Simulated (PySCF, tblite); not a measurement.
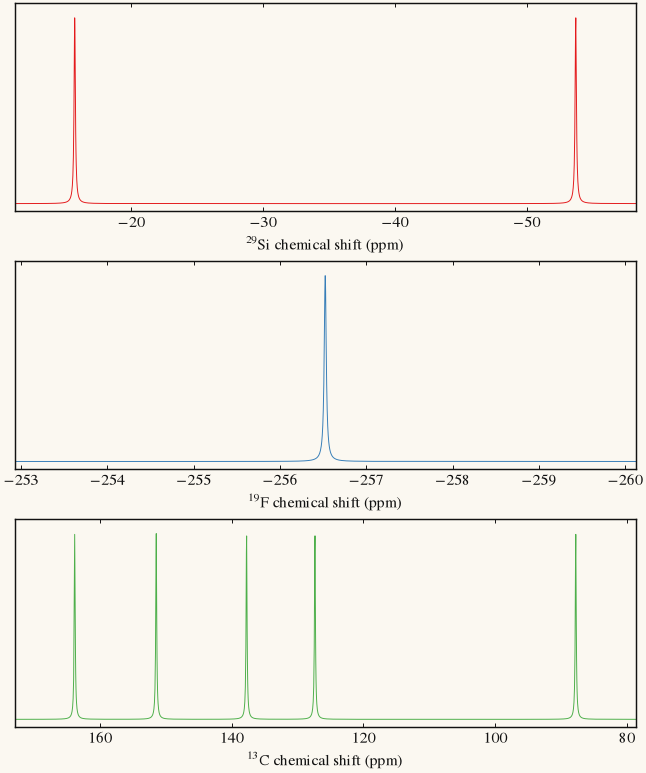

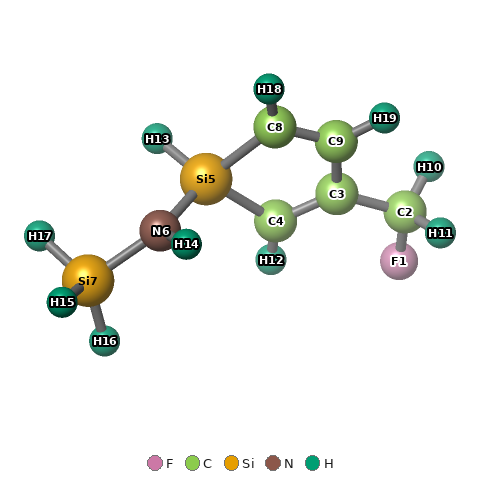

Spectrum and numbered structure of C₅H₁₀FNSi₂, SMILES FCC1=C[Si@@H](N[SiH3])C=C1. GIAO shifts, PBE0/pcSseg-1 with PySCF 2.14.0, at a GFN2-xTB geometry (a minimum by its frequencies), against TMS for ²⁹Si, CFCl₃ for ¹⁹F and TMS for ¹³C computed at the same level (¹⁹F: this reference is a hard case for the method, so all values can be off together by tens of ppm, and differences between signals are safer). Gas phase, fully decoupled, line heights follow the number of nuclei, widths are arbitrary (no quadrupolar broadening); values of one conformer, averaged over methyl-type rotors and exact or near symmetry; other conformers aren't averaged in.

Q: Assign the ²⁹Si signals to the numbered atoms.

A:
| δ (ppm) | nuclei | atoms |
| --- | --- | --- |
| −15.7 | 1 | Si5 |
| −53.7 | 1 | Si7 |

Q: Where does the ¹⁹F line lie?

A: At −256.5 ppm (F1).

Q: Which atoms give which ¹³C line?

A:
```tsv
δ (ppm)	nuclei	atoms
163.8	1	C3
151.4	1	C9
137.7	1	C8
127.4	1	C4
87.8	1	C2
```

Known limits of this run: the tight-binding geometry is rougher than a DFT one and adds to the error.
